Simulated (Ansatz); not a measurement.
**YSi (quartet): one geometry, many settings**

What do other methods and options give for YSi (quartet) at this geometry, and how long do they take?

Method: the settings change from run to run; program: Ansatz 0.2.0, Gaussian basis.

24 further runs of the same task are left out: 12 for a known fault of the program, 6 that didn't finish, 6 set aside as unsound or not needed.

## Step 1: The geometry

The geometry is a PBE0/def2-TZVP stationary point (not a proven minimum). No spin-orbit coupling is included. Elements past krypton take def2 core potentials.

2 atoms, charge 0, spin multiplicity 4.

Atoms are counted from 1 here; the program's logs count them from 0.

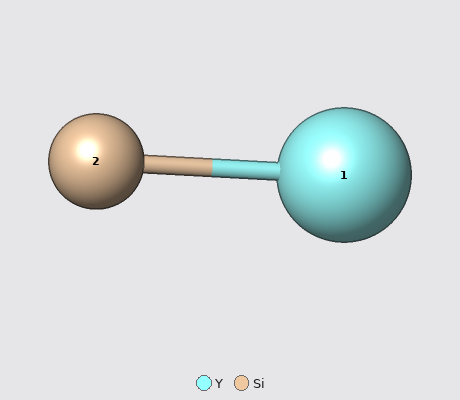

The structure; yttrium teal, silicon light orange; atoms are numbered from 1 in the order of the file.

## Step 2: MP2 on ROHF/def2-SVP

File in.yaml:

```yaml
crystal:
  periodic: [false, false, false]
  atoms:
    - {symbol: Y, position_ang: [0.000000, 0.000000, 0.000000]}
    - {symbol: Si, position_ang: [0.000000, 0.000000, 2.663000]}
basis:
  gaussian: {orbitals: def2-SVP, point_charges: [{charge: -0.50, position_ang: [3.427, 0.681, -0.375]}]}
magnetization: {spin_polarized: false, initial_magnetization: 3}
correlation: {method: mp2, electrons: all}
output: {forces: true}
```

Run with:

```
$ ansatz run in.yaml --threads 1 --pin off --events-out ev --progress --plain --max-ram 2393MiB
```

The program printed:

```text
Functional definition: HF
  name "HF"
  cite "Fock, Z. Phys. 61, 126 (1930) doi:10.1007/BF01340294"
  parent pbe
  exchange = exact_x
  correlation = 0
481 factors; integrals over basis functions are off by at most 9.4e-4 eV
mean field evaluation 1: about -8886.6130 eV, gradient 1.2e1 eV
mean field evaluation 2: about -8886.6657 eV, gradient 1.2e1 eV
mean field evaluation 4: about -8887.8065 eV, gradient 1.5e0 eV
mean field evaluation 8: about -8887.9109 eV, gradient 7.9e-1 eV
mean field evaluation 16: about -8888.0051 eV, gradient 1.6e-1 eV
mean field evaluation 32: about -8888.0052 eV, gradient 1.3e-1 eV
mean field evaluation 64: about -8887.3160 eV, gradient 1.1e0 eV
mean field evaluation 96: about -8887.1923 eV, gradient 8.5e-1 eV
mean field evaluation 128: about -8888.0054 eV, gradient 9.8e-2 eV
mean field -8888.00617058 eV, -326.6282022619 hartree, gradient 4.3e-6 eV, S^2 3.750000; 9 other end points of the search recorded, 0 dependent functions left out
mean field evaluation 160: about -8888.2093 eV, gradient 6.7e-1 eV
mean field evaluation 192: about -8888.3582 eV, gradient 4.8e-4 eV
unrestricted determinant -8888.35817619 eV, -326.6411382294 hartree, S^2 4.3591
reference -8888.00617058 eV, -326.6282022619 hartree; 14, 11 occupied and 35, 38 virtual orbitals, 481 factors
second order -5.91746494 eV of doubles, -0.02387277 eV of singles
the calculation of the forces begins
Total energy: -8893.94750829 eV, -326.8465423955 hartree
Atom 0 at     0.000000     0.000000     0.000000 Å, force     0.414037     0.082276    -0.391989 eV/Å
Atom 1 at     0.000000     0.000000     2.663000 Å, force    -0.064384    -0.012794     0.403759 eV/Å
Dipole moment:     0.589747     0.117192    -0.577642 e Å
```

Run time: 0.96 s. Hardware: 1 thread of AMD EPYC 9R45, shared host.

## Step 3: HF/def2-SVP

File in.yaml:

```yaml
crystal:
  periodic: [false, false, false]
  atoms:
    - {symbol: Y, position_ang: [0.000000, 0.000000, 0.000000]}
    - {symbol: Si, position_ang: [0.000000, 0.000000, 2.663000]}
basis:
  gaussian: {orbitals: def2-SVP}
magnetization: {spin_polarized: false, initial_magnetization: 3}
hamiltonian: {xc: hf}
output: {forces: true, orbitals: {seedname: orbitals}}
```

The command is unchanged.

The program printed (excerpt; [...] marks lines left out):

```text
Functional definition: HF
  name "HF"
  cite "Fock, Z. Phys. 61, 126 (1930) doi:10.1007/BF01340294"
  parent pbe
[...]
481 factors; integrals over basis functions are off by at most 9.4e-4 eV
[...]
mean field -8887.61256736 eV, -326.6137376103 hartree, gradient 2.7e-5 eV, S^2 3.750000; 2 other end points of the search recorded, 0 dependent functions left out
[...]
reference -8887.61256736 eV, -326.6137376103 hartree; 14, 11 occupied and 35, 38 virtual orbitals, 481 factors
Total energy: -8887.61256736 eV, -326.6137376103 hartree
Atom 0 at     0.000000     0.000000     0.000000 Å, force    -0.000000    -0.000000    -1.070263 eV/Å
Atom 1 at     0.000000     0.000000     2.663000 Å, force     0.000000    -0.000000     1.070263 eV/Å
Dipole moment:    -0.000000     0.000000    -0.387400 e Å
```

It took 0.57 s on 1 thread of AMD EPYC 9R45, shared host.

## Step 4: MP2 on UHF/def2-SVP

File in.yaml:

```yaml
crystal:
  periodic: [false, false, false]
  atoms:
    - {symbol: Y, position_ang: [0.000000, 0.000000, 0.000000]}
    - {symbol: Si, position_ang: [0.000000, 0.000000, 2.663000]}
basis:
  gaussian: {orbitals: def2-SVP}
magnetization: {spin_polarized: true, initial_magnetization: 3}
correlation: {method: mp2, electrons: outside_noble_gas}
scf: {lower_state_search: light}
```

Same command.

The program printed (excerpt; [...] marks lines left out):

```text
Functional definition: HF
  name "HF"
  cite "Fock, Z. Phys. 61, 126 (1930) doi:10.1007/BF01340294"
  parent pbe
[...]
481 factors; integrals over basis functions are off by at most 9.4e-4 eV
[...]
mean field -8887.88137200 eV, -326.6236159988 hartree, gradient 2.0e-6 eV, S^2 4.203124; 15 other end points of the search recorded, 0 dependent functions left out
9 core orbitals not correlated: weight in the atoms' cores, before any rotation towards them, 0.997 or more for the frozen orbitals, at most 0.002 for the correlated occupied ones
reference -8887.88137200 eV, -326.6236159988 hartree; 5, 2 occupied and 35, 38 virtual orbitals, 481 factors
second order -2.24370444 eV of doubles, -0.00000000 eV of singles
Total energy: -8890.12507644 eV, -326.7060706159 hartree
```

Run time: 0.87 s. Hardware: 1 thread of AMD EPYC 9R45, shared host.

From the report: ⟨S²⟩ of the determinant 4.203 (pure quartet: 3.75).

## Step 5: MP2 on ROHF/def2-mTZVP

File in.yaml:

```yaml
crystal:
  periodic: [false, false, false]
  atoms:
    - {symbol: Y, position_ang: [0.000000, 0.000000, 0.000000]}
    - {symbol: Si, position_ang: [0.000000, 0.000000, 2.663000]}
basis:
  gaussian: {orbitals: def2-mTZVP}
magnetization: {spin_polarized: false, initial_magnetization: 3}
correlation: {method: mp2, electrons: valence}
```

Same command.

The program printed (excerpt; [...] marks lines left out):

```text
Functional definition: HF
  name "HF"
  cite "Fock, Z. Phys. 61, 126 (1930) doi:10.1007/BF01340294"
  parent pbe
[...]
575 factors; integrals over basis functions are off by at most 3.0e-4 eV
[...]
mean field -8890.37677204 eV, -326.7153202588 hartree, gradient 5.3e-6 eV, S^2 3.750000; 14 other end points of the search recorded, 0 dependent functions left out
[...]
5 core orbitals not correlated: weight in the atoms' cores, before any rotation towards them, 1.000 or more for the frozen orbitals, at most 0.000 for the correlated occupied ones
reference -8890.37677204 eV, -326.7153202588 hartree; 9, 6 occupied and 41, 44 virtual orbitals, 575 factors
second order -6.76740881 eV of doubles, -0.02396527 eV of singles
Total energy: -8897.16814612 eV, -326.9648986526 hartree
```

Run time: 1.7 s. Hardware: 1 thread of AMD EPYC 9R45, shared host.

## Step 6: CCSD(T)/def2-SVP

File in.yaml:

```yaml
crystal:
  periodic: [false, false, false]
  atoms:
    - {symbol: Y, position_ang: [0.000000, 0.000000, 0.000000]}
    - {symbol: Si, position_ang: [0.000000, 0.000000, 2.663000]}
basis:
  gaussian: {orbitals: def2-SVP}
magnetization: {spin_polarized: true, initial_magnetization: 3}
hamiltonian: {xc: {name: B3LYP}}
correlation: {method: ccsd_t, electrons: valence}
scf: {lower_state_search: off}
```

The command is unchanged.

The program printed (excerpt; [...] marks lines left out):

```text
Functional definition: B3LYP
  name "B3LYP"
  cite "Stephens, Devlin, Chabalowski & Frisch, J. Phys. Chem. 98, 11623 (1994) doi:10.1021/j100096a001"
  cite "Becke, Phys. Rev. A 38, 3098 (1988) doi:10.1103/PhysRevA.38.3098"
  cite "Lee, Yang & Parr, Phys. Rev. B 37, 785 (1988) doi:10.1103/PhysRevB.37.785"
  cite "Vosko, Wilk & Nusair, Can. J. Phys. 58, 1200 (1980) doi:10.1139/p80-159"
[...]
481 factors; integrals over basis functions are off by at most 9.4e-4 eV
[...]
mean field -8914.61208215 eV, -327.6059514780 hartree, gradient 3.1e-6 eV, S^2 3.783121; 0 other end points of the search recorded, 0 dependent functions left out
5 core orbitals not correlated: weight in the atoms' cores, before any rotation towards them, 1.000 or more for the frozen orbitals, at most 0.000 for the correlated occupied ones
reference -8887.02541731 eV, -326.5921602441 hartree; 9, 6 occupied and 35, 38 virtual orbitals, 481 factors
second order -6.48601954 eV of doubles, -0.32995021 eV of singles
cycle   1  -6.66791562 eV  change    1.3e-1 eV  update   1.2e-1
[...]
cycle  15  -7.01494788 eV  change    7.4e-6 eV  update   1.7e-5
perturbative correction -0.34656910 eV, -0.0127361793 hartree
Total energy: -8894.38693429 eV, -326.8626910031 hartree
Checks for a lower state left out: stability, starts, cluster_reference, orbital_swaps, neighbouring_geometries, increment
```

Wall time 1.5 s (1 thread of AMD EPYC 9R45, shared host).

From the report: ⟨S²⟩ of the determinant 3.783 (pure quartet: 3.75); correlation -7.3615 eV; T1 0.048; largest double amplitude 0.07. The orbitals are Kohn-Sham ones, so correlation energy and T1 don't compare with those on Hartree-Fock orbitals.

## Step 7: BCCD(T) on ROHF/def2-SVP

File in.yaml:

```yaml
crystal:
  periodic: [false, false, false]
  atoms:
    - {symbol: Y, position_ang: [0.000000, 0.000000, 0.000000]}
    - {symbol: Si, position_ang: [0.000000, 0.000000, 2.663000]}
basis:
  gaussian: {orbitals: def2-SVP}
magnetization: {spin_polarized: false, initial_magnetization: 3}
correlation: {method: bccd_t, electrons: outside_noble_gas}
output: {forces: true}
```

Same command.

The program printed (excerpt; [...] marks lines left out):

```text
Functional definition: HF
  name "HF"
  cite "Fock, Z. Phys. 61, 126 (1930) doi:10.1007/BF01340294"
  parent pbe
[...]
481 factors; integrals over basis functions are off by at most 9.4e-4 eV
[...]
mean field -8887.61256736 eV, -326.6137376103 hartree, gradient 5.1e-6 eV, S^2 3.750000; 23 other end points of the search recorded, 0 dependent functions left out
[...]
determinant -8887.61256736 eV, -326.6137376103 hartree, with singles and doubles -8890.88763398 eV, -326.7340940888 hartree
determinant -8886.59835571 eV, -326.5764660197 hartree, with singles and doubles -8890.05249315 eV, -326.7034032293 hartree
determinant -8886.41942073 eV, -326.5698902806 hartree, with singles and doubles -8889.90523476 eV, -326.6979915833 hartree
determinant -8886.02682434 eV, -326.5554626291 hartree, with singles and doubles -8888.94731233 eV, -326.6627885834 hartree
[...]
determinant -8884.77558748 eV, -326.5094805226 hartree, with singles and doubles -8887.61561926 eV, -326.6138497654 hartree
9 core orbitals not correlated: weight in the atoms' cores, before any rotation towards them, 0.998 or more for the frozen orbitals, at most 0.002 for the correlated occupied ones
reference -8887.61256736 eV, -326.6137376103 hartree; 5, 2 occupied and 35, 38 virtual orbitals, 481 factors
second order -2.47409035 eV of doubles, -0.02017336 eV of singles
cycle   1  -3.29220814 eV  change   -1.7e-2 eV  update   3.2e-2
[...]
cycle  19  -3.27099034 eV  change    2.5e-7 eV  update   7.3e-7
perturbative correction -0.18544402 eV, -0.0068149420 hartree
[...]
Total energy: -8891.06900172 eV, -326.7407592303 hartree
Atom 0 at     0.000000     0.000000     0.000000 Å, force    -0.000000    -0.000000    -0.531706 eV/Å
Atom 1 at     0.000000     0.000000     2.663000 Å, force     0.000000     0.000000     0.531706 eV/Å
Dipole moment:     0.000000    -0.000000    -0.431763 e Å
```

It took 6.5 s on 1 thread of AMD EPYC 9R45, shared host.

From the report: correlation -3.4564 eV; largest double amplitude 0.08.

## Step 8: CCSDT on ROHF/def2-SVP

Changes to in.yaml since step 7:

```diff
@@ -8,3 +8,2 @@
 magnetization: {spin_polarized: false, initial_magnetization: 3}
-correlation: {method: bccd_t, electrons: outside_noble_gas}
-output: {forces: true}
+correlation: {method: ccsdt, electrons: outside_noble_gas}
```

Launched as before.

The program printed (excerpt; [...] marks lines left out):

```text
Functional definition: HF
  name "HF"
  cite "Fock, Z. Phys. 61, 126 (1930) doi:10.1007/BF01340294"
  parent pbe
[...]
786 factors; integrals over basis functions are off by at most 1.3e-7 eV
[...]
mean field -8887.61259055 eV, -326.6137384625 hartree, gradient 5.1e-6 eV, S^2 3.750000; 21 other end points of the search recorded, 0 dependent functions left out
[...]
determinant -8887.61259055 eV, -326.6137384625 hartree, with singles and doubles -8890.88768027 eV, -326.7340957898 hartree
determinant -8886.59837896 eV, -326.5764668741 hartree, with singles and doubles -8890.05251442 eV, -326.7034040109 hartree
determinant -8886.41945354 eV, -326.5698914863 hartree, with singles and doubles -8889.90526871 eV, -326.6979928308 hartree
determinant -8886.02684977 eV, -326.5554635637 hartree, with singles and doubles -8888.94734010 eV, -326.6627896037 hartree
[...]
determinant -8885.30640258 eV, -326.5289876179 hartree, with singles and doubles -8888.19218384 eV, -326.6350381232 hartree
determinant -8885.23772477 eV, -326.5264637548 hartree, with singles and doubles -8888.59361242 eV, -326.6497903511 hartree
determinant -8885.20762289 eV, -326.5253575310 hartree, with singles and doubles -8888.13918967 eV, -326.6330906231 hartree
determinant -8884.77562035 eV, -326.5094817305 hartree, with singles and doubles -8887.61566327 eV, -326.6138513828 hartree
9 core orbitals not correlated: weight in the atoms' cores, before any rotation towards them, 0.998 or more for the frozen orbitals, at most 0.002 for the correlated occupied ones
reference -8887.61259055 eV, -326.6137384625 hartree; 5, 2 occupied and 35, 38 virtual orbitals, 786 factors
second order -2.47411830 eV of doubles, -0.02017359 eV of singles
cycle   1  -2.94813435 eV  change   -4.5e-1 eV  update   1.1e-1
[...]
cycle  28  -3.50813256 eV  change   -1.6e-7 eV  update   8.1e-7
Total energy: -8891.12072311 eV, -326.7426599564 hartree
```

Run time: 9.5 s. Hardware: 1 thread of AMD EPYC 9R45, shared host.

From the report: correlation -3.5081 eV; T1 0.112; largest double amplitude 0.12.

## Step 9: The runs in one table

Where basis and cores are those of an earlier UCCSDT(Q)/def2-SVP run (-8891.1436 eV), and the state is the same kind, the miss against it is given.

```csv
level,correlated,functions,energy (eV),from UCCSDT(Q) (meV),time
MP2 on ROHF/def2-SVP (beside a point charge),all,49,-8893.9475,,0.96 s
HF/def2-SVP,,49,-8887.6126,3531.0,0.57 s
MP2 on UHF/def2-SVP,outside noble gas,49,-8890.1251,1018.5,0.87 s
MP2 on ROHF/def2-mTZVP,valence,55,-8897.1681,,1.7 s
CCSD(T)/def2-SVP (on B3LYP orbitals),valence,49,-8894.3869,,1.5 s
BCCD(T) on ROHF/def2-SVP,outside noble gas,49,-8891.0690,74.6,6.5 s
CCSDT on ROHF/def2-SVP,outside noble gas,49,-8891.1207,22.8,9.5 s
```

## Step 10: Summary of results

| quantity | value |
| --- | --- |
| runs | 7 |
| quickest | HF/def2-SVP, 0.57 s |
| slowest | CCSDT on ROHF/def2-SVP, 9.5 s |

In words: Total energies in different bases, with other cores or another treatment of relativity can't be set against each other. CCSDT on ROHF/def2-SVP took 17 times as long as HF/def2-SVP; the jobs differ in more than the method. Among the correlated runs with a miss given, it spans +23 to +1018 meV. Hartree-Fock, CASSCF and CASCI lack dynamic correlation by design.
